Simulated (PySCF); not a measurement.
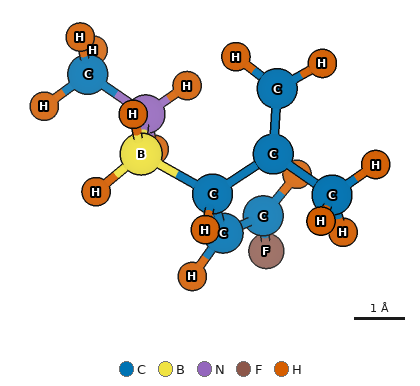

Fig. 1: The input geometry (ball-and-stick view, seen at a tilt).

# NMR shielding calculation, with input and output: C₇H₁₅BFN

The run: NMR shielding calculation of C₇H₁₅BFN. Method and program: GIAO PBE0/pcSseg-1 NMR shielding, non-relativistic, gas phase (PySCF 2.14.0).

The geometry comes from this level: GFN2-xTB. It belongs to a series of runs on one base structure; here: H on C replaced by isopropenyl. Figures and captions count atoms from 1; the log counts them from 0 in places.

### The program's output
```
coarse grid: 20136 points
cycle   1  E = -454.4285526870  dE =  1.128e+00  |g| = 6.387e-01  |ddm| = 4.318e+00
cycle   2  E = -454.4007356280  dE =  2.782e-02  |g| = 7.590e-01  |ddm| = 1.359e+00
cycle   3  E = -454.5272221872  dE = -1.265e-01  |g| = 1.271e-01  |ddm| = 7.608e-01
cycle   4  E = -454.5307281316  dE = -3.506e-03  |g| = 4.672e-02  |ddm| = 1.401e-01
cycle   5  E = -454.5311872957  dE = -4.592e-04  |g| = 1.727e-02  |ddm| = 5.385e-02
cycle   6  E = -454.5312514489  dE = -6.415e-05  |g| = 4.540e-03  |ddm| = 1.950e-02
cycle   7  E = -454.5312558657  dE = -4.417e-06  |g| = 1.128e-03  |ddm| = 5.223e-03
final grid: 192840 points
cycle   8  E = -454.5940521429  dE = -8.830e-05  |g| = 1.074e-02  |ddm| = 5.481e-02
cycle   9  E = -454.5940407514  dE =  1.139e-05  |g| = 1.313e-02  |ddm| = 2.305e-02
cycle  10  E = -454.5940808997  dE = -4.015e-05  |g| = 2.445e-03  |ddm| = 1.337e-02
cycle  11  E = -454.5940820889  dE = -1.189e-06  |g| = 3.991e-04  |ddm| = 2.245e-03
cycle  12  E = -454.5940821211  dE = -3.223e-08  |g| = 1.959e-04  |ddm| = 5.890e-04
cycle  13  E = -454.5940821297  dE = -8.589e-09  |g| = 3.828e-05  |ddm| = 1.965e-04
cycle  14  E = -454.5940821300  dE = -3.091e-10  |g| = 1.053e-05  |ddm| = 4.205e-05
```

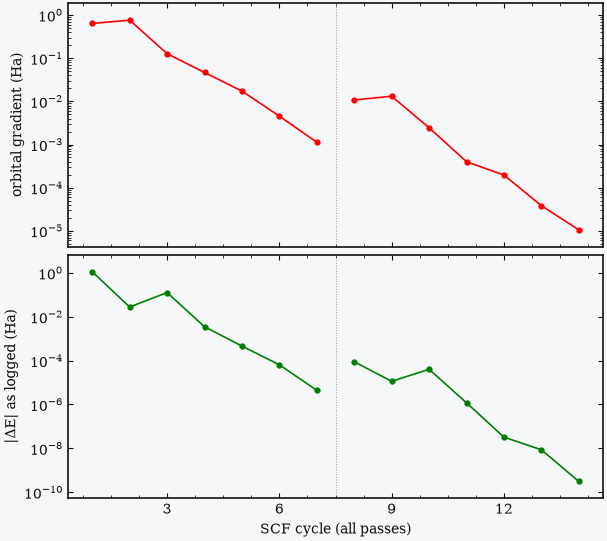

Fig. 2: Convergence of the self-consistent field: orbital gradient and size of the energy change against the SCF cycle. The dotted line marks the change from a coarse to the final integration grid. The first 7 cycles use a coarse grid, the final grid takes over at cycle 8, and the field converges after 14 cycles in all.

```
converged SCF energy = -454.5940821300

GIAO shielding tensors (ppm)
atom      isotropic    diamagn.    paramagn.     s11        s22        s33       span
  0 C       72.715     257.591    -184.876    -28.785     98.755    148.174    176.959
  1 C       24.316     261.777    -237.461    -96.193     11.014    158.128    254.321
  2 C      159.025     245.817     -86.793    135.360    153.173    188.541     53.181
  3 C      148.971     250.825    -101.854    137.174    146.290    163.448     26.274
  4 B      119.489     191.879     -72.390    107.823    115.568    135.076     27.253
  5 N      218.817     324.320    -105.503    197.758    224.240    234.453     36.695
  6 C      154.567     240.649     -86.081    134.499    140.108    189.095     54.596
  7 C       57.762     260.948    -203.186    -42.957     62.159    154.085    197.042
  8 C       31.144     257.915    -226.772    -57.762     72.826     78.368    136.130
  9 F      313.275     471.942    -158.668    226.277    319.736    393.811    167.533
 10 H       26.559      32.259      -5.700     24.244     25.180     30.253      6.009
 11 H       26.995      36.002      -9.007     24.426     25.468     31.092      6.666
 12 H       30.033      29.425       0.608     26.079     28.671     35.348      9.269
 13 H       29.839      28.377       1.463     26.032     27.861     35.625      9.593
 14 H       29.154      29.655      -0.500     24.136     30.683     32.644      8.508
 15 H       29.496      34.326      -4.830     25.602     28.076     34.808      9.206
 16 H       29.422      33.744      -4.322     26.955     29.815     31.496      4.541
 17 H       29.998      33.532      -3.534     26.286     30.376     33.331      7.045
 18 H       28.738      37.654      -8.916     20.196     28.054     37.965     17.769
 19 H       28.369      35.711      -7.342     19.302     27.467     38.339     19.037
 20 H       29.161      26.353       2.807     24.022     26.740     36.719     12.697
 21 H       29.135      26.930       2.204     24.794     27.222     35.388     10.595
 22 H       28.937      27.433       1.504     24.335     27.284     35.191     10.856
 23 H       25.500      33.438      -7.938     23.766     25.520     27.214      3.448
 24 H       25.315      34.473      -9.157     22.004     23.692     30.251      8.246
```

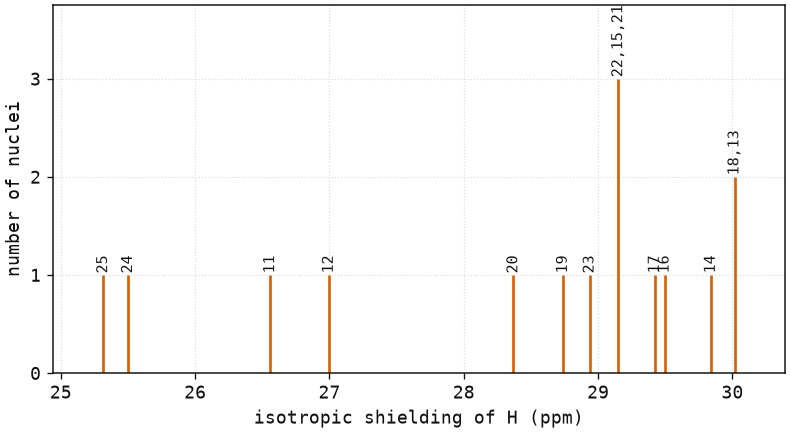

Fig. 3: Isotropic shieldings of the hydrogen nuclei in this fixed geometry, labelled by atom number; shielding grows to the right, so chemical shift grows to the left. The least shielded is H25 (25.3 ppm), the most shielded H13 (30.0 ppm).

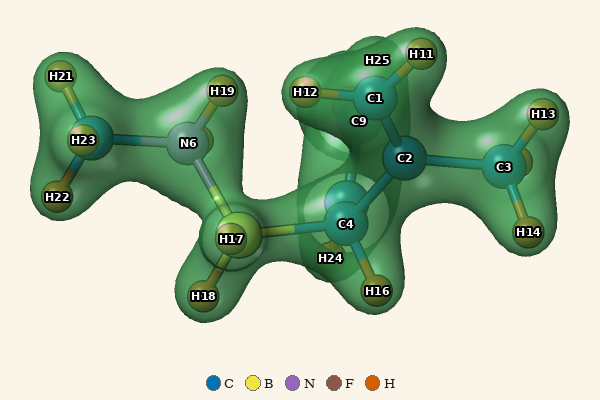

Fig. 4: Isosurface of the total electron density at 0.6 e/Å³ (green), seen from the side. At this value the surface is in one piece. On the grid the lowest density along these lines, outside the cores, is 2.3 e/Å³ (C–C, 1.32 Å), 1.7 e/Å³ (C–F, 1.36 Å), 1.8 e/Å³ (C–N, 1.46 Å) and 0.8 e/Å³ (B–N, 1.63 Å).

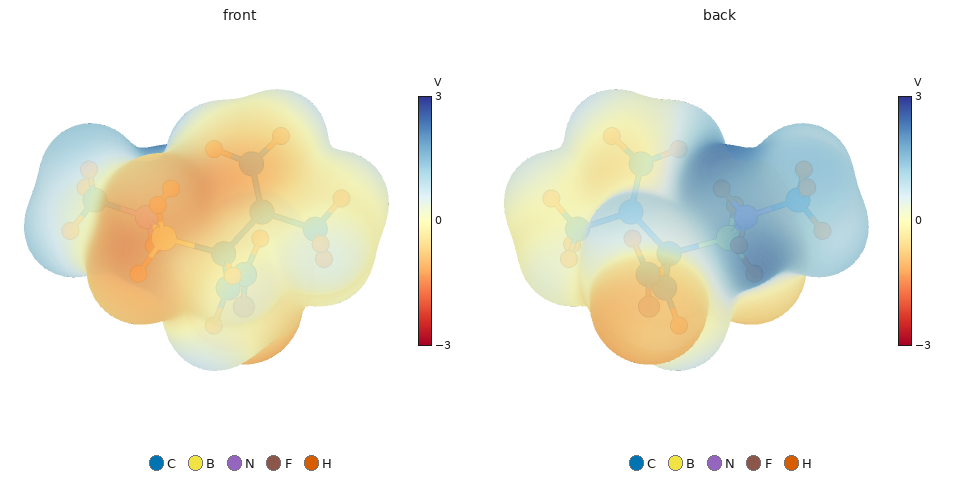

Fig. 5: The electrostatic potential painted on the density surface at 0.002 e/bohr³, seen at a tilt and from behind; the colour scale runs from red (negative) to blue (positive). Its dipole moment is 3.63 D.

This output came from the following input.

### Input
```
{"job": {"kind": "nmr", "xc": "PBE0", "basis": "pcSseg-1"}, "charge": 0, "multiplicity": 1}
C     -1.297574    -1.636635    -0.407594
C     -1.464743    -0.594497     0.391835
C     -2.847258    -0.150534     0.780052
C     -0.356272     0.227067     1.004713
B      1.189437    -0.362980     0.904802
N      1.645988    -0.140254    -0.644497
C      2.989243    -0.605929    -0.973447
C     -0.351827     1.615731     0.464591
C     -0.776863     1.957952    -0.740118
F     -0.640357     3.228552    -1.211355
H     -2.141074    -2.181267    -0.801087
H     -0.333525    -2.037855    -0.666867
H     -3.610179    -0.711557     0.245561
H     -2.993135    -0.303123     1.849269
H     -2.981763     0.910925     0.578500
H     -0.578657     0.301243     2.074310
H      1.246133    -1.526189     1.132525
H      1.940518     0.281316     1.566564
H      0.945577    -0.612598    -1.212183
H      1.554196     0.859015    -0.820698
H      3.246777    -0.404418    -2.015015
H      3.705068    -0.107548    -0.323137
H      3.051873    -1.676024    -0.786435
H      0.111907     2.373331     1.081706
H     -1.264424     1.320422    -1.462861
```

The first line tells a small driver script what to run in PySCF; the rest is the geometry in Å.

Command:
```bash
OMP_NUM_THREADS=1 python <driver script> task.json out
```

### Key numbers

| quantity | value |
| --- | --- |
| outcome | converged |
| total energy | −454.594082 hartree |
| HOMO | −6.62 eV |
| LUMO | 0.36 eV |
| dipole moment | 3.63 D |
| isotropic shielding, C | 24.3 to 159.0 ppm |
| isotropic shielding, B | 119.5 ppm |
| isotropic shielding, N | 218.8 ppm |
| isotropic shielding, F | 313.3 ppm |
| isotropic shielding, H | 25.3 to 30.0 ppm |
| hardware | 1 CPU thread, shared host |
| wall time | 84 s |
| peak memory | 1.1 GiB |
